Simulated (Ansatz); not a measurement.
```xyz
11

N     0.4425    1.7541    0.8527
Si    0.4763    0.0719    0.6575
F     1.1085   -0.7286    1.8932
C    -1.0549   -0.7072   -0.0416
Si    0.3570   -0.8692   -1.3611
H     1.2670    2.3134    0.7122
H    -0.2131    2.1989    1.4755
H    -1.3725   -1.6631    0.3741
H    -1.9067   -0.0802   -0.2976
H     0.1829   -0.0830   -2.6069
H     0.7782   -2.2643   -1.6373
```

Geometry: PBE0-D4/def2-TZVP.

Theory: RKS PBE0-D4/def2-TZVPP in Ansatz 0.2.0.

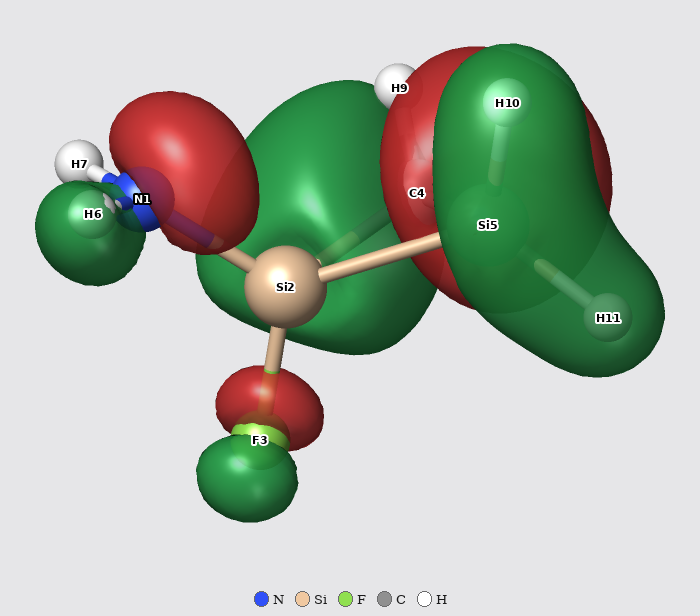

CH6FNSi2 (SMILES N[Si]1(F)C[SiH2]1). The HOMO−1 at ±0.08 Å⁻³ᐟ² (green and red are the two phases), seen from one side.

Q: Describe this orbital and give its energy.

A: By Hirshfeld shares it lies mainly on C4 (about 45 %), Si5 (about 20 %), Si2 (about 15 %) and N1 (about 5 %). Its energy is −7.85 eV.
